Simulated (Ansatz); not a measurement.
# CH2BOSb: geometry relaxation

- system: CH2BOSb, SMILES B#C[O][SbH2]
- method: RKS B3LYP-D4/def2-SVPD (Ansatz 0.2.0)

It belongs to a series of runs on one base structure; here: end point A relaxed. Figures and captions count atoms from 1; the log counts them from 0 in places.

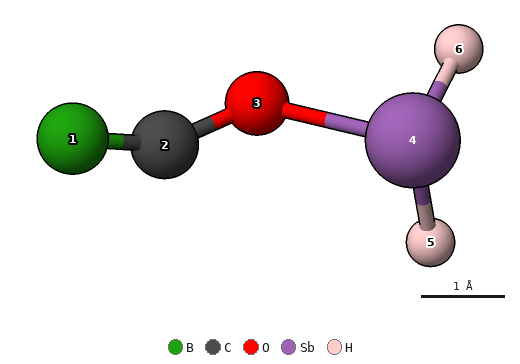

Figure 1. The starting structure (ball-and-stick view, seen at a tilt; atoms are numbered from 1 in the order of the input). Sticks mark near contacts. Bond lengths as drawn: B–C 1.33 Å, C–O 1.28 Å, H–Sb 1.69 to 1.71 Å and O–Sb 2.09 Å.

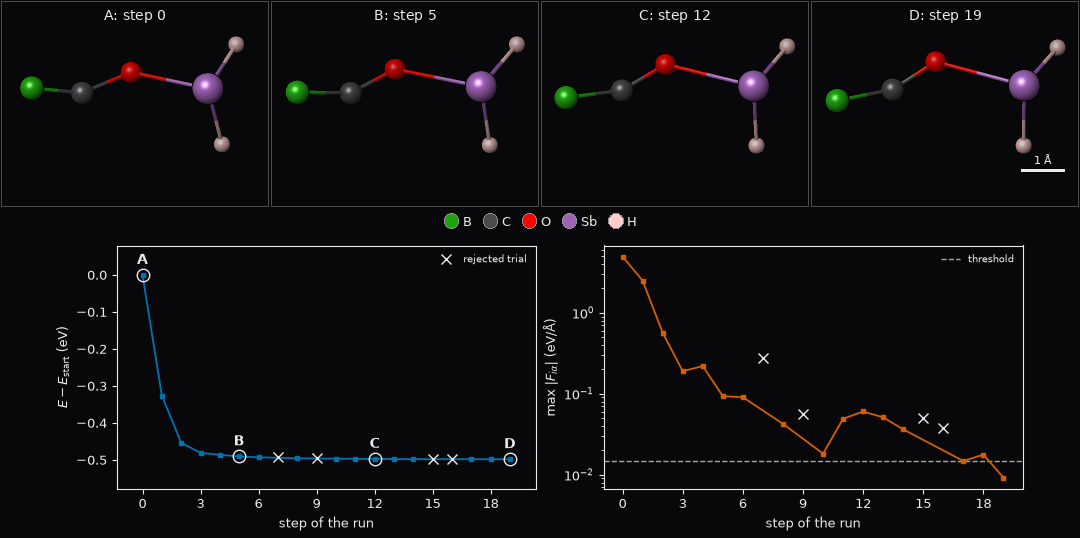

Figure 2. Frames of the relaxation (ball-and-stick view, seen at a tilt) above the curves, on which the letters mark them (the first geometry is step 0 here and step 1 in the log).

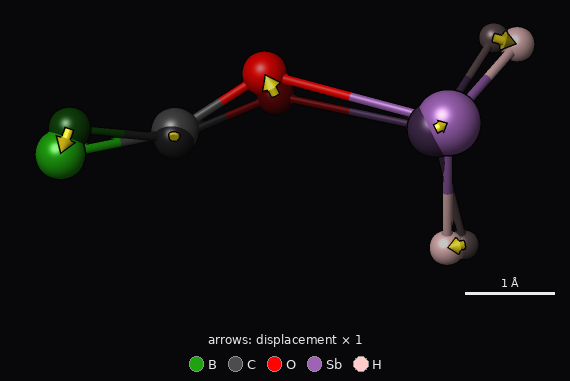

Figure 3. Start (faint) and end (solid) with the displacements as yellow arrows, at true length (ball-and-stick view, seen at a tilt). The two geometries are laid on each other by the best rigid fit. Over 19 geometry steps the energy falls by 0.498 eV. Largest force component: 4.9 eV/Å at the start, 0.0092 eV/Å at the end. The line search rejected the trial steps at points 7, 9, 15, 16 (counted from 0) and went back. B1 moves most after the best rigid fit: 0.31 Å. Largest moves by element: B 0.31 Å, H 0.29 Å, O 0.28 Å, Sb 0.17 Å, C 0.11 Å. Among the contacts that change: O3–Sb4 2.087 → 2.338 Å, B1–C2 1.334 → 1.500 Å, C2–O3 1.283 → 1.216 Å, Sb4–H6 1.691 → 1.723 Å. Among the angles that change: O3–Sb4–H6 84.3° → 89.3°, O3–Sb4–H5 90.6° → 87.6°, H5–Sb4–H6 88.0° → 90.5°. (Atoms are counted from 1 in the order of the input.)

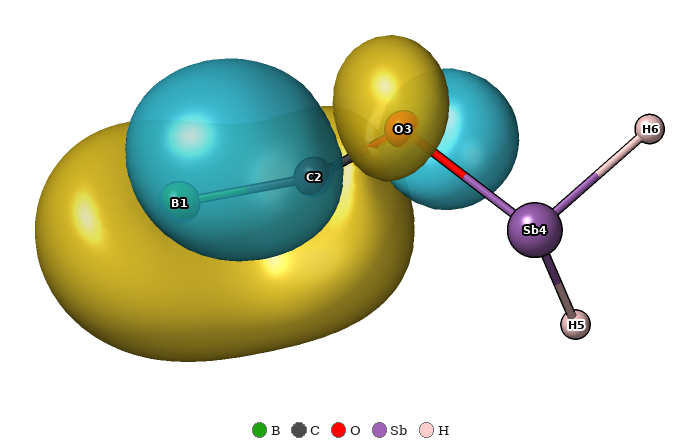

Figure 4. The LUMO at ±0.08 Å⁻³ᐟ² (yellow and cyan are the two phases), seen at a tilt. Its weight (Hirshfeld) is mainly on B1 (45 %), C2 (35 %) and O3 (15 %). Its energy is −3.87 eV.

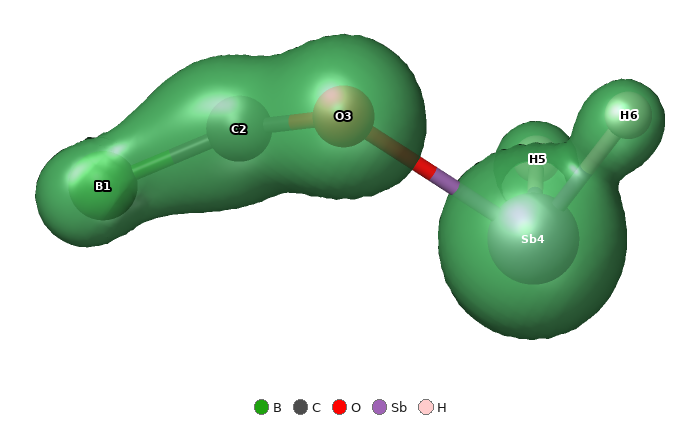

Figure 5. Isosurface of the electron density at 0.6 e/Å³ (green), seen from the side. At this value the surface falls into two separate pieces. It is pinched off along the Sb–O (2.34 Å) contacts. On the grid the lowest density along these lines, outside the cores, is 2.6 e/Å³ (C–O, 1.22 Å), 1.1 e/Å³ (C–B, 1.50 Å), 0.39 e/Å³ (Sb–O, 2.34 Å) and 0.77 e/Å³ (Sb–H, 1.72 Å).

The input and output of the run follow.

### Input file
```yaml
crystal:
  periodic: [false, false, false]
  atoms:
    - { symbol: B, position_ang: [1.75358, -1.98462, 1.11431] }
    - { symbol: C, position_ang: [0.76492, -1.37225, 0.46109] }
    - { symbol: O, position_ang: [-0.18869, -0.51431, 0.4318] }
    - { symbol: Sb, position_ang: [-0.0651, 1.43758, -0.29764] }
    - { symbol: H, position_ang: [-0.56739, 0.91112, -1.84644] }
    - { symbol: H, position_ang: [-1.69732, 1.52248, 0.13688] }
basis:
  gaussian: { orbitals: def2-SVPD }
hamiltonian:
  xc: b3lyp
  dispersion: d4
relax:
  f_tol: 0.015
  max_steps: 40
output:
  orbitals: {}
```

Command:
```bash
ansatz run input.yaml --threads 2 --pin off --max-ram 3072MiB --backend cpu --events-out ev --progress --plain --runs-dir out
```

### Log
```
The last accepted step is kept in [file] (removed where the run ends without a failure and the disk answers)
Engine: ansatz 0.2.0, aarch64-unknown-linux-gnu
Functional definition: B3LYP
  parameter a0 = 0.2
  parameter ax = 0.72
  parameter ac = 0.81
  exchange = (1 - a0 - ax)*slater_x + ax*b88_x + a0*exact_x
  correlation = (1 - ac)*vwn_rpa_c + ac*lyp_c
1308 factors; integrals over basis functions are off by at most 2.6e-4 eV
mean field evaluation 1: about -10311.6443 eV, gradient 6.5e1 eV
mean field evaluation 2: about -10195.0969 eV, gradient 2.1e2 eV
mean field evaluation 4: about -10320.7422 eV, gradient 3.2e1 eV
mean field evaluation 8: about -10322.9843 eV, gradient 4.4e-1 eV
mean field evaluation 16: about -10323.0205 eV, gradient 1.2e-3 eV
mean field -10323.02050794 eV, -379.3640064723 hartree, gradient 5.2e-5 eV, S^2 0.000000; 2 other end points of the search recorded, 0 dependent functions left out
the calculation of the forces begins
reference -10323.02076420 eV, -379.3640158896 hartree; 22, 22 occupied and 89, 89 virtual orbitals, 1308 factors
relax step   1: F+E_penalty+E_count = -10323.25996747 eV  Δ(F+E_penalty+E_count) = +0.000e0 eV  max|allowed force component| = 4.948e0 eV/Å  Δτ_max = 0.0000 Å  (57 SCF iters, accepted)
these checks for a lower state are left out or cut short: starts, cluster_reference, orbital_swaps, neighbouring_geometries, increment
1308 factors; integrals over basis functions are off by at most 2.7e-4 eV
mean field evaluation 32: about -10323.3501 eV, gradient 1.2e-2 eV
mean field -10323.35007670 eV, -379.3761179008 hartree, gradient 3.4e-5 eV, S^2 0.000000; 0 other end points of the search recorded, 0 dependent functions left out
[... from here on the field's lines of each further geometry are left out, up to the last ...]
relax step   2: F+E_penalty+E_count = -10323.58594002 eV  Δ(F+E_penalty+E_count) = -3.260e-1 eV  max|allowed force component| = 2.498e0 eV/Å  Δτ_max = 0.1948 Å  (40 SCF iters, accepted)
relax step   3: F+E_penalty+E_count = -10323.71363641 eV  Δ(F+E_penalty+E_count) = -1.277e-1 eV  max|allowed force component| = 5.669e-1 eV/Å  Δτ_max = 0.1170 Å  (45 SCF iters, accepted)
relax step   4: F+E_penalty+E_count = -10323.74056478 eV  Δ(F+E_penalty+E_count) = -2.693e-2 eV  max|allowed force component| = 1.901e-1 eV/Å  Δτ_max = 0.0700 Å  (40 SCF iters, accepted)
relax step   5: F+E_penalty+E_count = -10323.74613068 eV  Δ(F+E_penalty+E_count) = -5.566e-3 eV  max|allowed force component| = 2.199e-1 eV/Å  Δτ_max = 0.0396 Å  (41 SCF iters, accepted)
relax step   6: F+E_penalty+E_count = -10323.75026257 eV  Δ(F+E_penalty+E_count) = -4.132e-3 eV  max|allowed force component| = 9.341e-2 eV/Å  Δτ_max = 0.0320 Å  (42 SCF iters, accepted)
relax step   7: F+E_penalty+E_count = -10323.75256486 eV  Δ(F+E_penalty+E_count) = -2.302e-3 eV  max|allowed force component| = 9.080e-2 eV/Å  Δτ_max = 0.0410 Å  (42 SCF iters, accepted)
relax step   8: F+E_penalty+E_count = -10323.75185751 eV  Δ(F+E_penalty+E_count) = +7.074e-4 eV  max|allowed force component| = 2.776e-1 eV/Å  Δτ_max = 0.0804 Å  (40 SCF iters, rejected (line search))
relax step   9: F+E_penalty+E_count = -10323.75554228 eV  Δ(F+E_penalty+E_count) = -2.977e-3 eV  max|allowed force component| = 4.254e-2 eV/Å  Δτ_max = 0.0392 Å  (41 SCF iters, accepted)
relax step  10: F+E_penalty+E_count = -10323.75524728 eV  Δ(F+E_penalty+E_count) = +2.950e-4 eV  max|allowed force component| = 5.563e-2 eV/Å  Δτ_max = 0.0465 Å  (41 SCF iters, rejected (line search))
relax step  11: F+E_penalty+E_count = -10323.75627570 eV  Δ(F+E_penalty+E_count) = -7.334e-4 eV  max|allowed force component| = 1.826e-2 eV/Å  Δτ_max = 0.0232 Å  (45 SCF iters, accepted)
relax step  12: F+E_penalty+E_count = -10323.75698963 eV  Δ(F+E_penalty+E_count) = -7.139e-4 eV  max|allowed force component| = 4.907e-2 eV/Å  Δτ_max = 0.0498 Å  (42 SCF iters, accepted)
relax step  13: F+E_penalty+E_count = -10323.75717209 eV  Δ(F+E_penalty+E_count) = -1.825e-4 eV  max|allowed force component| = 6.046e-2 eV/Å  Δτ_max = 0.0273 Å  (42 SCF iters, accepted)
relax step  14: F+E_penalty+E_count = -10323.75746368 eV  Δ(F+E_penalty+E_count) = -2.916e-4 eV  max|allowed force component| = 5.113e-2 eV/Å  Δτ_max = 0.0166 Å  (43 SCF iters, accepted)
relax step  15: F+E_penalty+E_count = -10323.75774380 eV  Δ(F+E_penalty+E_count) = -2.801e-4 eV  max|allowed force component| = 3.638e-2 eV/Å  Δτ_max = 0.0362 Å  (42 SCF iters, accepted)
relax step  16: F+E_penalty+E_count = -10323.75769041 eV  Δ(F+E_penalty+E_count) = +5.339e-5 eV  max|allowed force component| = 4.974e-2 eV/Å  Δτ_max = 0.0464 Å  (42 SCF iters, rejected (line search))
relax step  17: F+E_penalty+E_count = -10323.75764919 eV  Δ(F+E_penalty+E_count) = +9.461e-5 eV  max|allowed force component| = 3.801e-2 eV/Å  Δτ_max = 0.0232 Å  (42 SCF iters, rejected (line search))
relax step  18: F+E_penalty+E_count = -10323.75787038 eV  Δ(F+E_penalty+E_count) = -1.266e-4 eV  max|allowed force component| = 1.480e-2 eV/Å  Δτ_max = 0.0116 Å  (44 SCF iters, accepted)
relax step  19: F+E_penalty+E_count = -10323.75792337 eV  Δ(F+E_penalty+E_count) = -5.298e-5 eV  max|allowed force component| = 1.775e-2 eV/Å  Δτ_max = 0.0201 Å  (42 SCF iters, accepted)
the calculation of the forces begins
reference -10323.53013080 eV, -379.3827347667 hartree; 22, 22 occupied and 89, 89 virtual orbitals, 1308 factors
relax step  20: F+E_penalty+E_count = -10323.75792820 eV  Δ(F+E_penalty+E_count) = -4.831e-6 eV  max|allowed force component| = 9.213e-3 eV/Å  Δτ_max = 0.0021 Å  (32 SCF iters, accepted)
1308 factors; integrals over basis functions are off by at most 3.1e-4 eV
mean field evaluation 192: about -10323.4050 eV, gradient 3.8e0 eV
mean field -10323.52986614 eV, -379.3827250406 hartree, gradient 1.1e-5 eV, S^2 0.000000; 3 other end points of the search recorded, 0 dependent functions left out
the calculation of the forces begins
reference -10323.53013080 eV, -379.3827347667 hartree; 22, 22 occupied and 89, 89 virtual orbitals, 1308 factors
Total energy: -10323.75819286 eV, -379.3911158928 hartree
Atom 0 at     1.927053    -2.112410     0.886324 Å, force    -0.001210     0.000532    -0.001590 eV/Å
Atom 1 at     0.668048    -1.394376     0.501524 Å, force    -0.008147     0.009213     0.004869 eV/Å
Atom 2 at    -0.183926    -0.550966     0.705146 Å, force     0.008813    -0.007292    -0.004749 eV/Å
Atom 3 at    -0.159340     1.576667    -0.264171 Å, force     0.003238    -0.000358     0.003314 eV/Å
Atom 4 at    -0.387064     0.806193    -1.786149 Å, force    -0.002611    -0.000380     0.000606 eV/Å
Atom 5 at    -1.864770     1.674892    -0.042675 Å, force    -0.000083    -0.001714    -0.002449 eV/Å
Dipole moment:    -0.513655     0.778528    -0.420493 e Å
```

### Trajectory as extended XYZ (Å, eV, eV/Å), 20 frames, from step=1 to step=20
```
6
Properties=species:S:1:pos:R:3:forces:R:3 step=1 energy=-10323.25997
B     1.7536   -1.9846    1.1143    4.0073  -2.4071   2.6080
C     0.7649   -1.3722    0.4611   -4.9482   3.3807  -2.7013
O    -0.1887   -0.5143    0.4318    0.9614  -1.6489   0.3331
Sb   -0.0651    1.4376   -0.2976    0.3269   0.4747  -0.1536
H    -0.5674    0.9111   -1.8464    0.0561  -0.0486  -0.2281
H    -1.6973    1.5225    0.1369   -0.4034   0.2492   0.1418
6
Properties=species:S:1:pos:R:3:forces:R:3 step=2 energy=-10323.58594
B     1.8559   -1.9917    1.1124    1.6459  -0.8088   1.0061
C     0.7556   -1.4060    0.4574   -2.4981   1.6095  -1.1333
O    -0.2199   -0.5967    0.4558    0.6752  -1.1700   0.2464
Sb   -0.1202    1.4032   -0.2887    0.1027   0.5255  -0.1294
H    -0.4941    0.8946   -1.9087   -0.1409   0.0217   0.2479
H    -1.7773    1.6966    0.1718    0.2152  -0.1778  -0.2377
6
Properties=species:S:1:pos:R:3:forces:R:3 step=3 energy=-10323.71364
B     1.9446   -1.9411    1.0552   -0.1550   0.0145  -0.0354
C     0.6755   -1.4394    0.4636   -0.2904   0.3019   0.0256
O    -0.2802   -0.6428    0.5088    0.4969  -0.5669   0.0828
Sb   -0.0688    1.4163   -0.2488   -0.5506   0.2456  -0.2056
H    -0.5019    0.8986   -1.8495    0.1075   0.0156   0.1700
H    -1.7692    1.7083    0.0707    0.3915  -0.0107  -0.0375
6
Properties=species:S:1:pos:R:3:forces:R:3 step=4 energy=-10323.74057
B     1.9333   -1.9984    1.0938   -0.0563   0.0077  -0.0777
C     0.7231   -1.4239    0.4370   -0.1278   0.0528   0.1603
O    -0.2470   -0.6685    0.5121    0.1901  -0.1807  -0.0745
Sb   -0.1141    1.4485   -0.2619    0.0783   0.1790  -0.0374
H    -0.5201    0.8967   -1.8407    0.0112  -0.0460  -0.0024
H    -1.7751    1.7456    0.0598   -0.0956  -0.0128   0.0318
6
Properties=species:S:1:pos:R:3:forces:R:3 step=5 energy=-10323.74613
B     1.9508   -1.9930    1.0858   -0.0737  -0.0342  -0.0753
C     0.7055   -1.4572    0.4496   -0.0955   0.2199   0.1285
O    -0.2412   -0.6804    0.5145    0.1529  -0.1875  -0.0410
Sb   -0.1181    1.4804   -0.2679    0.0819   0.0479  -0.0196
H    -0.5128    0.8945   -1.8363    0.0043  -0.0205  -0.0162
H    -1.7842    1.7555    0.0542   -0.0699  -0.0256   0.0236
6
Properties=species:S:1:pos:R:3:forces:R:3 step=6 energy=-10323.75026
B     1.9357   -2.0211    1.0870    0.0438  -0.0772  -0.0330
C     0.7139   -1.4441    0.4474    0.0413   0.0386   0.0934
O    -0.2229   -0.6672    0.5223   -0.0856   0.0363  -0.0508
Sb   -0.1210    1.5061   -0.2779   -0.0021   0.0267  -0.0137
H    -0.5105    0.8878   -1.8369    0.0054  -0.0034   0.0027
H    -1.7952    1.7386    0.0582   -0.0026  -0.0210   0.0014
6
Properties=species:S:1:pos:R:3:forces:R:3 step=7 energy=-10323.75257
B     1.9224   -2.0598    1.0842    0.0908  -0.0797  -0.0128
C     0.7247   -1.4302    0.4503   -0.0666   0.0822   0.0775
O    -0.2032   -0.6450    0.5370   -0.0244   0.0147  -0.0688
Sb   -0.1263    1.5314   -0.2881   -0.0647  -0.0085  -0.0052
H    -0.5095    0.8868   -1.8393    0.0146   0.0031   0.0157
H    -1.8081    1.7168    0.0559    0.0504  -0.0119  -0.0065
6
Properties=species:S:1:pos:R:3:forces:R:3 step=8 energy=-10323.75186 accepted=F
B     1.9156   -2.1321    1.0498    0.0170   0.0037  -0.0090
C     0.7303   -1.4122    0.4794    0.1612  -0.0391  -0.0555
O    -0.1624   -0.5949    0.5713   -0.2776  -0.0075   0.1075
Sb   -0.1518    1.5614   -0.2935    0.0818   0.0984  -0.0612
H    -0.4928    0.8819   -1.8380    0.0049  -0.0089   0.0025
H    -1.8388    1.6960    0.0311    0.0127  -0.0466   0.0157
6
Properties=species:S:1:pos:R:3:forces:R:3 step=9 energy=-10323.75554
B     1.9197   -2.0893    1.0585    0.0283  -0.0252  -0.0137
C     0.7199   -1.4159    0.4665   -0.0324   0.0425   0.0346
O    -0.1953   -0.6186    0.5581    0.0046  -0.0165  -0.0191
Sb   -0.1358    1.5510   -0.2946   -0.0011   0.0006   0.0111
H    -0.4912    0.8789   -1.8392   -0.0053  -0.0004   0.0026
H    -1.8175    1.6938    0.0506    0.0059  -0.0010  -0.0156
6
Properties=species:S:1:pos:R:3:forces:R:3 step=10 energy=-10323.75525 accepted=F
B     1.9275   -2.1150    1.0206   -0.0556   0.0357  -0.0242
C     0.7119   -1.4102    0.4866    0.0541  -0.0176   0.0044
O    -0.1872   -0.6000    0.5935   -0.0073  -0.0250   0.0258
Sb   -0.1376    1.5671   -0.2868   -0.0356  -0.0058  -0.0359
H    -0.4858    0.8767   -1.8244    0.0553  -0.0138  -0.0205
H    -1.8287    1.6815    0.0106   -0.0109   0.0264   0.0504
6
Properties=species:S:1:pos:R:3:forces:R:3 step=11 energy=-10323.75628
B     1.9249   -2.0928    1.0361    0.0138  -0.0130  -0.0101
C     0.7135   -1.4131    0.4737   -0.0006   0.0041   0.0183
O    -0.1971   -0.6131    0.5766   -0.0116   0.0048  -0.0075
Sb   -0.1382    1.5524   -0.2894   -0.0013   0.0072   0.0047
H    -0.4797    0.8718   -1.8335   -0.0005  -0.0034   0.0033
H    -1.8234    1.6947    0.0365    0.0002   0.0003  -0.0087
6
Properties=species:S:1:pos:R:3:forces:R:3 step=12 energy=-10323.75699
B     1.9342   -2.1036    0.9884   -0.0491   0.0280  -0.0154
C     0.7003   -1.4086    0.4871    0.0005   0.0198   0.0040
O    -0.1974   -0.5980    0.6134    0.0446  -0.0436   0.0184
Sb   -0.1458    1.5636   -0.2796   -0.0095  -0.0125  -0.0194
H    -0.4519    0.8492   -1.8170    0.0060   0.0114   0.0153
H    -1.8394    1.6974    0.0077    0.0075  -0.0031  -0.0030
6
Properties=species:S:1:pos:R:3:forces:R:3 step=13 energy=-10323.75717
B     1.9351   -2.1084    0.9644   -0.0605   0.0403  -0.0177
C     0.6943   -1.4035    0.4930    0.0356  -0.0425   0.0124
O    -0.1966   -0.5895    0.6393    0.0305  -0.0026  -0.0020
Sb   -0.1476    1.5632   -0.2758   -0.0293   0.0051  -0.0112
H    -0.4402    0.8458   -1.8142    0.0115  -0.0032   0.0168
H    -1.8449    1.6924   -0.0067    0.0122   0.0030   0.0017
6
Properties=species:S:1:pos:R:3:forces:R:3 step=14 energy=-10323.75746
B     1.9342   -2.1099    0.9500   -0.0493   0.0327  -0.0142
C     0.6901   -1.4020    0.4937    0.0511  -0.0443   0.0027
O    -0.1935   -0.5826    0.6499   -0.0046   0.0058   0.0126
Sb   -0.1512    1.5665   -0.2727   -0.0081   0.0095  -0.0102
H    -0.4296    0.8355   -1.8066    0.0057  -0.0009   0.0076
H    -1.8500    1.6925   -0.0143    0.0051  -0.0029   0.0016
6
Properties=species:S:1:pos:R:3:forces:R:3 step=15 energy=-10323.75774
B     1.9298   -2.1088    0.9156   -0.0303   0.0163  -0.0093
C     0.6769   -1.3966    0.4951    0.0364  -0.0271   0.0058
O    -0.1908   -0.5651    0.6760    0.0002   0.0079   0.0115
Sb   -0.1540    1.5752   -0.2677   -0.0098  -0.0098  -0.0034
H    -0.4054    0.8138   -1.7905    0.0034   0.0078  -0.0041
H    -1.8565    1.6815   -0.0285    0.0003   0.0049  -0.0005
6
Properties=species:S:1:pos:R:3:forces:R:3 step=16 energy=-10323.75769 accepted=F
B     1.9281   -2.1137    0.8744   -0.0266   0.0126  -0.0120
C     0.6638   -1.3953    0.5033   -0.0256   0.0495   0.0294
O    -0.1814   -0.5466    0.7174    0.0455  -0.0497  -0.0234
Sb   -0.1641    1.5781   -0.2636    0.0287   0.0004   0.0120
H    -0.3764    0.8007   -1.7845   -0.0175   0.0005   0.0069
H    -1.8700    1.6769   -0.0469   -0.0045  -0.0133  -0.0130
6
Properties=species:S:1:pos:R:3:forces:R:3 step=17 energy=-10323.75765 accepted=F
B     1.9240   -2.1213    0.9067    0.0194  -0.0038  -0.0010
C     0.6794   -1.3940    0.4965   -0.0028   0.0056  -0.0065
O    -0.1775   -0.5537    0.6911   -0.0380  -0.0069   0.0138
Sb   -0.1610    1.5754   -0.2662    0.0259   0.0217  -0.0059
H    -0.3999    0.8151   -1.7910   -0.0005  -0.0053  -0.0062
H    -1.8649    1.6785   -0.0371   -0.0040  -0.0114   0.0057
6
Properties=species:S:1:pos:R:3:forces:R:3 step=18 energy=-10323.75787
B     1.9292   -2.1107    0.9062   -0.0148   0.0085  -0.0046
C     0.6745   -1.3963    0.4977    0.0132  -0.0090   0.0028
O    -0.1880   -0.5608    0.6864    0.0031   0.0011   0.0048
Sb   -0.1562    1.5752   -0.2666   -0.0020  -0.0044   0.0001
H    -0.3999    0.8126   -1.7899    0.0011   0.0027  -0.0027
H    -1.8597    1.6801   -0.0337   -0.0006   0.0010  -0.0004
6
Properties=species:S:1:pos:R:3:forces:R:3 step=19 energy=-10323.75792
B     1.9277   -2.1126    0.8877   -0.0059   0.0031  -0.0029
C     0.6687   -1.3949    0.5013   -0.0126   0.0159   0.0080
O    -0.1842   -0.5521    0.7041    0.0177  -0.0144  -0.0068
Sb   -0.1589    1.5770   -0.2639   -0.0004  -0.0045   0.0007
H    -0.3890    0.8068   -1.7857    0.0015  -0.0001  -0.0005
H    -1.8644    1.6757   -0.0435   -0.0003  -0.0001   0.0014
6
Properties=species:S:1:pos:R:3:forces:R:3 step=20 energy=-10323.75793
B     1.9271   -2.1124    0.8863   -0.0012   0.0005  -0.0016
C     0.6680   -1.3944    0.5015   -0.0081   0.0092   0.0049
O    -0.1839   -0.5510    0.7051    0.0088  -0.0073  -0.0047
Sb   -0.1593    1.5767   -0.2642    0.0032  -0.0004   0.0033
H    -0.3871    0.8062   -1.7861   -0.0026  -0.0004   0.0006
H    -1.8648    1.6749   -0.0427   -0.0001  -0.0017  -0.0024
```

### Key numbers

- outcome: converged
- total energy: −10323.7582 eV
- mean-field energy: −10323.5301 eV
- largest force (length of the vector) at the end: 0.013 eV/Å
- hardware: 2 threads of Arm Neoverse V2, 24 GiB of memory available, shared host
- wall time: 57 s (CPU time 1.8 min)
- peak memory: 0.26 GiB
